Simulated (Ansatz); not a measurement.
## Ligand exchange: Cd(CH3)2 + H2S → Cd(CH3)(SH) + CH4

Gas-phase species: Cd(CH3)2 (dimethylcadmium), singlet; H2S (hydrogen sulfide) `S`, singlet; Cd(CH3)(SH), singlet; CH4 (methane) `C`, singlet. The partners trade CH3 for SH: Cd–CH3 and H–SH bonds give way to Cd–SH and H–CH3.

Shapes, held fixed at every level: PBE0-D4/def2-TZVP. Programs: Ansatz 0.2.0. Electronic energies: no zero-point or thermal term.

```tsv
level	kind	ΔE (kJ/mol)	less CCSD(T)/def2-TZVPP
SPW92/def2-TZVPP	LDA	-116.7	+1.5
r2SCAN-D4/def2-TZVPP	meta-GGA	-128.7	-10.5
PBE0-D4/def2-TZVPP	global hybrid	-127.4	-9.2
wB97M-V/def2-TZVPP	range-separated hybrid	-124.7	-6.5
MP2/def2-SVP	perturbation theory	-125.6	-7.4
MP2/def2-TZVPP	perturbation theory	-118.7	-0.5
CCSD/def2-TZVPP	coupled cluster or CI	-120.1	-1.9
CCSD(T)/def2-TZVPP	coupled cluster or CI	-118.2	0.0
```

The highest level, CCSD(T)/def2-TZVPP, gives ΔE = -118.2 kJ/mol; the levels span -128.7 to -116.7. The column of differences is taken from that level and isn't an error. No measured value is set beside it here. For atoms past krypton def2 sets carry core potentials with scalar relativity. Outer-core shells of Cd are correlated, in sets that cover them unevenly.

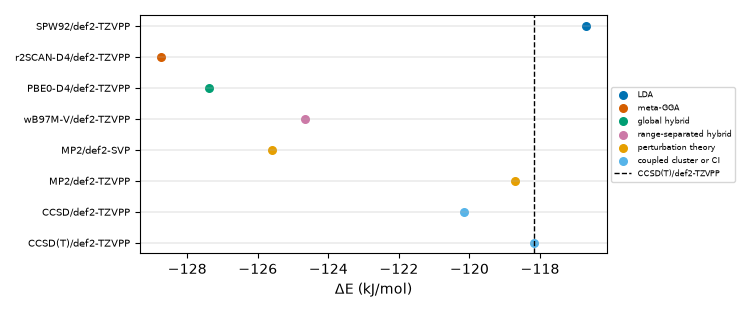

The values of the table, level by level.
